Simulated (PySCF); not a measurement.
# C₅H₅P: excited-state relaxation

Wanted: excited-state relaxation for C₅H₅P (`c1ccpcc1`).

Programs: PySCF 2.14.0, with routines of our own; each step states its level. All values are computed. Atoms count from 0.

### Step 1. The system as given

11 atoms, charge 0, multiplicity 1; geometry from: GFN2-xTB.

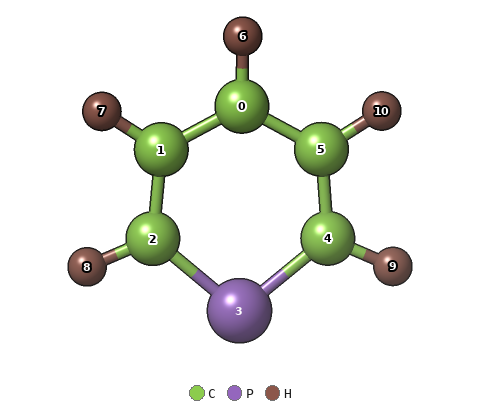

The starting geometry (carbon green, phosphorus purple, hydrogen brown).

### Step 2. Relaxing the molecule at PBE/6-31+G*

Job settings and geometry (Å):

```
{"job": {"xc": "PBE", "basis": "6-31+G*", "grid": 1, "kind": "geom"}, "charge": 0, "multiplicity": 1}
C     -0.040792     1.143265    -0.059314
C     -1.231235     0.433938    -0.023260
C     -1.293785    -0.941906     0.043021
P      0.073302    -2.008064     0.093889
C      1.359496    -0.846078     0.039498
C      1.197716     0.521519    -0.028027
H     -0.079867     2.221954    -0.112895
H     -2.160058     0.990769    -0.048530
H     -2.269668    -1.412032     0.066520
H      2.366645    -1.244522     0.061094
H      2.083670     1.143828    -0.057960
```

The run is started by

```sh
$ OMP_NUM_THREADS=1 python excited_run.py task.json out
```

This one command runs all jobs of the session in turn.

Standard output:

```text
step   0  E = -534.44722583  max force = 0.015844
step   1  E = -534.44999355  max force = 0.003524
step   2  E = -534.45002832  max force = 0.000556
step   3  E = -534.45002834  max force = 0.000230
optimisation converged
```

Wall time 34 s (1 thread of Intel Xeon Platinum 8375C at 2.90GHz, shared host); peak memory 0.47 GiB.

The steps of the relaxation:

```tsv
step	energy from step 0 (eV)	largest force component (eV/Å)
0	0.0000	0.8147
1	-0.0753	0.1812
2	-0.0763	0.0286
3	-0.0763	0.0118
```

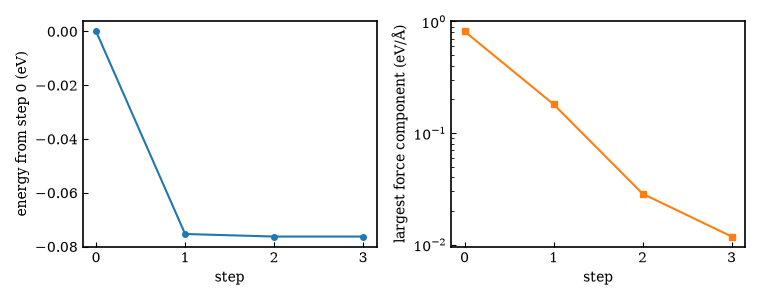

Energy and force, step by step.

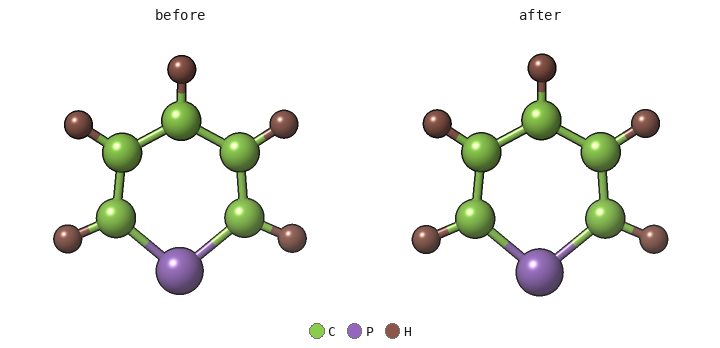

The geometry before (left) and after (right).

Close pairs (by a distance rule), those that changed most:

```tsv
bond	before (Å)	after (Å)	change (Å)
C4–C5	1.379	1.401	+0.022
P3–C4	1.734	1.756	+0.022
C2–P3	1.734	1.756	+0.022
C1–C2	1.379	1.401	+0.022
C0–C1	1.386	1.406	+0.020
C0–C5	1.386	1.406	+0.020
C0–H6	1.081	1.096	+0.015
C5–H10	1.083	1.098	+0.015
```

The end geometry stands in the next job.

```tsv
at the end point	value
point group (found at 0.08 Å tolerance)	C2v
rotational constants (GHz, main isotopes)	5.033, 3.435, 2.042
dipole moment (D)	1.77
```

### Step 3. Excited-state relaxation: TDDFT PBE/6-31+G*

Job settings and geometry (Å):

```
{"job": {"kind": "xopt", "state": "S1", "method": "TDDFT", "freq": false, "xc": "PBE", "basis": "6-31+G*", "grid": 1}, "charge": 0, "multiplicity": 1}
C     -0.020624     1.274849    -0.012249
C     -1.230340     0.559354     0.022039
C     -1.292621    -0.838455     0.090733
P      0.090622    -1.919606     0.145580
C      1.394973    -0.744816     0.090284
C      1.235887     0.645295     0.020567
H     -0.058631     2.368557    -0.066568
H     -2.169342     1.127535    -0.006780
H     -2.283881    -1.309685     0.112670
H      2.416775    -1.145752     0.111443
H      2.133120     1.277344    -0.009855
```

With the program's defaults for keys left out, this is: TDDFT PBE/6-31+G* excited-state geometry optimisation, gas phase.

Standard output:

```text
final grid: 44672 points
cycle   1  E = -534.3855967756  dE =  6.192e-01  |g| = 4.647e-01  |ddm| = 4.744e+00
cycle   2  E = -534.2021954341  dE =  1.834e-01  |g| = 8.880e-01  |ddm| = 2.966e+00
cycle   3  E = -534.4406416071  dE = -2.384e-01  |g| = 1.452e-01  |ddm| = 2.295e+00
cycle   4  E = -534.4488896785  dE = -8.248e-03  |g| = 5.803e-02  |ddm| = 6.637e-01
cycle   5  E = -534.4498106765  dE = -9.210e-04  |g| = 2.768e-02  |ddm| = 1.456e-01
cycle   6  E = -534.4500180978  dE = -2.074e-04  |g| = 6.066e-03  |ddm| = 5.363e-02
cycle   7  E = -534.4500277512  dE = -9.653e-06  |g| = 1.485e-03  |ddm| = 1.783e-02
cycle   8  E = -534.4500282785  dE = -5.273e-07  |g| = 4.676e-04  |ddm| = 2.014e-03
cycle   9  E = -534.4500283423  dE = -6.382e-08  |g| = 4.429e-05  |ddm| = 9.304e-04
cycle  10  E = -534.4500283422  dE =  1.338e-10  |g| = 5.154e-05  |ddm| = 2.086e-04
cycle  11  E = -534.4500283429  dE = -7.291e-10  |g| = 2.108e-05  |ddm| = 1.241e-04
converged SCF energy = -534.4500283429

vertical S1 at the ground-state geometry: 4.5529 eV
step    E(state)/Eh    max force   excitation/eV  root
  0    -534.28023398   0.038856     4.5726      1
  1    -534.28686998   0.008894     4.3545      1
  2    -534.28733871   0.002643     4.2965      1
  3    -534.28826305   0.008474     4.1347      1
  4    -534.28289208   0.026822     2.1130      1
  5    -534.28892158   0.018909     3.3205      1
  6    -534.29176458   0.016641     3.1634      1
  7    -534.29559258   0.027907     1.8015      1
  8    -534.29677785   0.023416     1.4821      1
  9    -534.27705467   0.059461     3.2744      1
 10    -534.29270431   0.036417     2.3276      1
 11    -534.29927801   0.005389     2.1971      1
 12    -534.30073092   0.008133     1.5201      1
 13    -534.30247836   0.011755     0.7859      1
optimisation not converged (near crossing with ground state)
```

It took 3.3 min on 1 thread of Intel Xeon Platinum 8375C at 2.90GHz, shared host; peak memory 0.58 GiB.

Why it failed: The excited state lay within 0.8 eV of the ground state, the driver's bar for a possible crossing, so it stopped. The remedy is to use a multireference or spin-flip method there. Numbers from the part that failed are no properties of the molecule.

### Step 4. Excited-state relaxation: UKS PBE/6-31+G*

The job, as its differences from that of step 3:

```diff
@@ -1,2 +1,2 @@
-{"job": {"kind": "xopt", "state": "S1", "method": "TDDFT", "freq": false, "xc": "PBE", "basis": "6-31+G*", "grid": 1}, "charge": 0, "multiplicity": 1}
+{"job": {"kind": "xopt", "state": "T1", "method": "UKS", "freq": false, "xc": "PBE", "basis": "6-31+G*", "grid": 1}, "charge": 0, "multiplicity": 1}
 C     -0.020624     1.274849    -0.012249
```

With the program's defaults for keys left out, this is: UKS PBE/6-31+G* excited-state geometry optimisation, gas phase.

Standard output:

```text
final grid: 44672 points
cycle   1  E = -534.3855967756  dE =  6.192e-01  |g| = 4.647e-01  |ddm| = 4.744e+00
cycle   2  E = -534.2021954341  dE =  1.834e-01  |g| = 8.880e-01  |ddm| = 2.966e+00
cycle   3  E = -534.4406416071  dE = -2.384e-01  |g| = 1.452e-01  |ddm| = 2.295e+00
cycle   4  E = -534.4488896785  dE = -8.248e-03  |g| = 5.803e-02  |ddm| = 6.637e-01
cycle   5  E = -534.4498106765  dE = -9.210e-04  |g| = 2.768e-02  |ddm| = 1.456e-01
cycle   6  E = -534.4500180978  dE = -2.074e-04  |g| = 6.066e-03  |ddm| = 5.363e-02
cycle   7  E = -534.4500277512  dE = -9.653e-06  |g| = 1.485e-03  |ddm| = 1.783e-02
cycle   8  E = -534.4500282785  dE = -5.273e-07  |g| = 4.676e-04  |ddm| = 2.014e-03
cycle   9  E = -534.4500283423  dE = -6.382e-08  |g| = 4.429e-05  |ddm| = 9.304e-04
cycle  10  E = -534.4500283422  dE =  1.338e-10  |g| = 5.154e-05  |ddm| = 2.086e-04
cycle  11  E = -534.4500283429  dE = -7.291e-10  |g| = 2.108e-05  |ddm| = 1.241e-04
converged SCF energy = -534.4500283429

vertical T1 at the ground-state geometry: 3.2609 eV
step    E(state)/Eh    max force   <S^2>
  0    -534.32634323   0.069282    2.0154
  1    -534.34020508   0.025921    2.0127
  2    -534.34498095   0.008607    2.0133
  3    -534.34654235   0.005899    2.0134
  4    -534.34694671   0.010747    2.0134
  5    -534.34782677   0.004466    2.0135
  6    -534.34817777   0.001985    2.0139
  7    -534.34818382   0.002187    2.0139
  8    -534.34824286   0.000560    2.0138
  9    -534.34824476   0.000144    2.0138
optimisation converged
vertical emission 1.6795 eV, adiabatic 2.7697 eV, Stokes shift 1.5814 eV, reorganisation 0.4912 (excited) and 1.0902 eV (ground)
```

Wall time 2.2 min (1 thread of Intel Xeon Platinum 8375C at 2.90GHz, shared host); peak memory 0.58 GiB.

Key values:

```tsv
quantity	value
vertical gap at the ground-state geometry, T1	3.26 eV
adiabatic energy, T1	2.77 eV
vertical gap at the relaxed geometry, T1	1.68 eV
difference of the two gaps, T1	1.58 eV
geometry moved (RMSD), T1	0.347 Å
```

Bonds of the start that changed most:

```tsv
bond	start (Å)	end (Å)
P3–C4	1.756	1.847
C2–P3	1.756	1.847
C0–C1	1.406	1.442
C5–C0	1.406	1.442
C1–C2	1.401	1.372
C4–C5	1.401	1.372
```

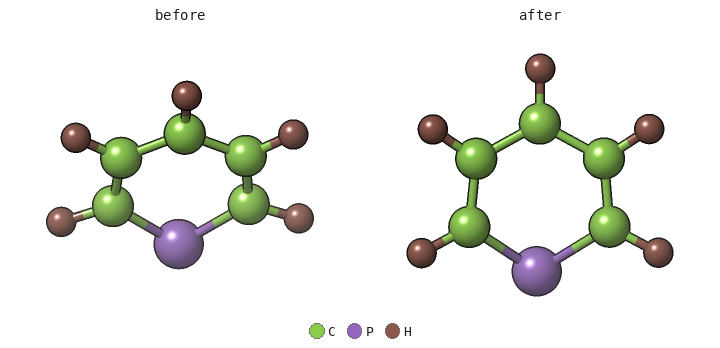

Before and after.

Mulliken spin populations:

```tsv
atom	value (e)
C0	0.65
C1	-0.10
C2	0.26
P3	1.08
C4	0.27
C5	-0.10
H6	-0.03
H7	0.01
H8	-0.01
H9	-0.01
H10	0.01
```

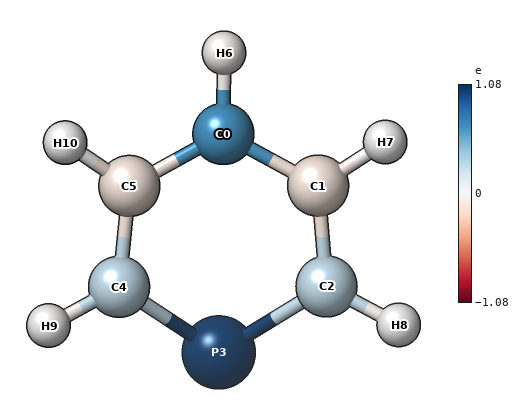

Mulliken spin populations, as colours on the atoms.

### Step 5. Summary of results

| quantity | value |
| --- | --- |
| point group | C2v |
| rotational constants (main isotopes) | 5.03, 3.43, 2.04 GHz |
| vertical gap at the ground-state geometry, T1 (step 4, UKS PBE/6-31+G*) | 3.26 eV |
| adiabatic energy, T1 (step 4, UKS PBE/6-31+G*) | 2.77 eV |
| vertical gap at the relaxed geometry, T1 (step 4, UKS PBE/6-31+G*) | 1.68 eV |
| difference of the two gaps, T1 (step 4, UKS PBE/6-31+G*) | 1.58 eV |
| runs | 1 failed, 0 ended on unsound input |

What this shows: Over 3 steps the energy fell by 0.076 eV; of the close pairs, C4–C5 changed most, 1.379 to 1.401 Å. Where no frequencies were run, the relaxed excited state may be a saddle. In step 4 (excited-state relaxation), among the bonds P3–C4 changes most, from 1.756 to 1.847 Å. The atoms move far more than that, so angles or torsions carry the main change.
